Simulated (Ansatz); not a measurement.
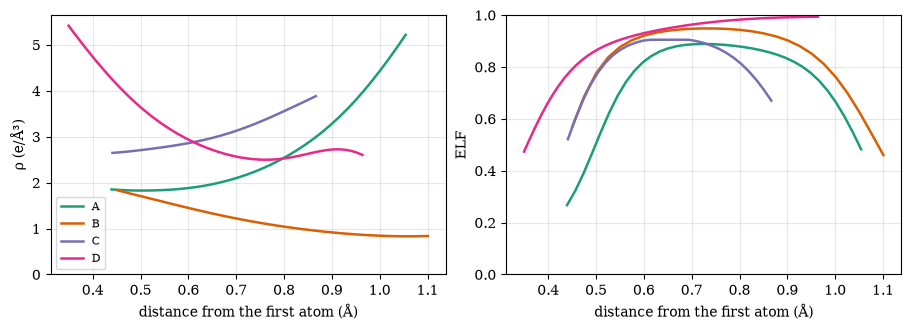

Figure. C2H7GeNO. Electron density and ELF along straight lines between neighbouring atoms. The curves leave out the atomic cores.

Geometry: PBE0-D4/def2-TZVP.

Level of theory: RKS PBE0-D4/def2-TZVPP in Ansatz.

Input

```
crystal:
  periodic: [false, false, false]
  atoms:
    - {symbol: C, position_ang: [-0.663233, 1.051555, 1.618396]}
    - {symbol: N, position_ang: [-0.972703, 0.515074, 0.521053]}
    - {symbol: C, position_ang: [-0.008091, 0.453229, -0.532447]}
    - {symbol: O, position_ang: [-0.628830, 0.647771, -1.778277]}
    - {symbol: Ge, position_ang: [0.873953, -1.342140, -0.469507]}
    - {symbol: H, position_ang: [0.314158, 1.512511, 1.810704]}
    - {symbol: H, position_ang: [-1.391180, 1.064040, 2.427604]}
    - {symbol: H, position_ang: [0.765882, 1.228491, -0.450552]}
    - {symbol: H, position_ang: [-1.480257, 0.198588, -1.733684]}
    - {symbol: H, position_ang: [-0.204534, -2.413802, -0.695153]}
    - {symbol: H, position_ang: [1.544015, -1.553903, 0.901215]}
    - {symbol: H, position_ang: [1.927823, -1.416615, -1.585352]}
basis:
  gaussian: {orbitals: def2-TZVPP}
hamiltonian: {xc: pbe0, dispersion: d4}
output: {orbitals: {seedname: orbitals}}
```

Launched as:

```sh
ansatz run in.yaml --threads 4 --pin off --events-out ev --progress --plain --max-ram 10444MiB
```

### Which curve belongs to which contact (C–Ge, C–N, C–O and O–H)? The first atom named is at distance zero.

Curve A: C–O (1.41 Å): ρ at the midpoint is about 2.1 e/Å³, with its minimum of 1.8 e/Å³ about 0.5 Å from C; the ELF peaks at about 0.90 between the atoms: a polar covalent bond. Curve B: C–Ge (2.00 Å): the density is about 0.84 e/Å³ at the midpoint; the ELF peaks at about 0.95 in the valence shell of C, 0.7 Å from its nucleus, and is about 0.75 at the midpoint. Curve C: C–N (1.26 Å): ρ is about 2.9 e/Å³ halfway; the ELF peaks at about 0.90 between the atoms; a short, multiple covalent bond. Curve D: O–H (0.96 Å): the density is about 3.8 e/Å³ at the midpoint; the ELF climbs to about 1 towards the hydrogen, as it does in any bond to H: a covalent bond by its length.
